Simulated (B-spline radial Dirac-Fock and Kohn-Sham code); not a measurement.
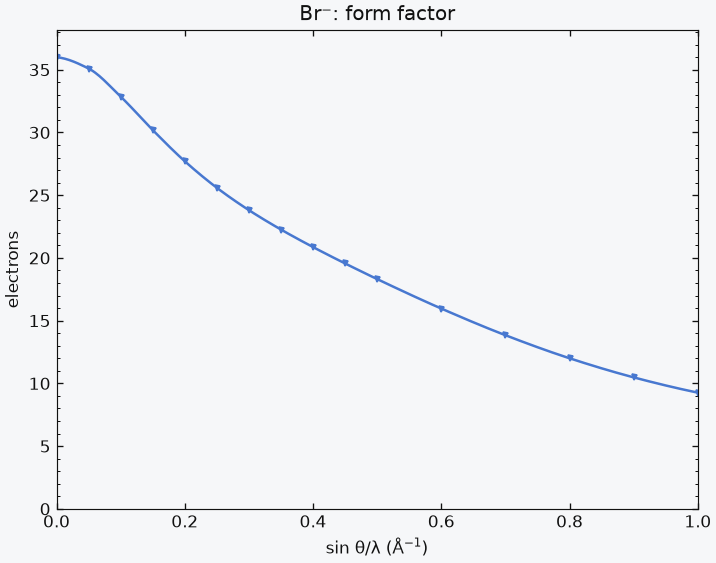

**Figure.** The X-ray form factor f against sin θ/λ. The figure is for bromine in charge state −1 (Br⁻), configuration [Kr], inside a Watson sphere of charge +1 and radius 2.352 Å that stands in for a crystal. Method: the spherical Dirac–Fock density (average of configuration) (computed with a B-spline radial code).

f starts at 36, the number of electrons, falls to half near sin θ/λ = 0.51 Å⁻¹, and is 18.3 at sin θ/λ = 0.50 Å⁻¹ and 9.26 at sin θ/λ = 1.00 Å⁻¹. The initial fall is set by Σ⟨r²⟩ = 51.6 bohr².
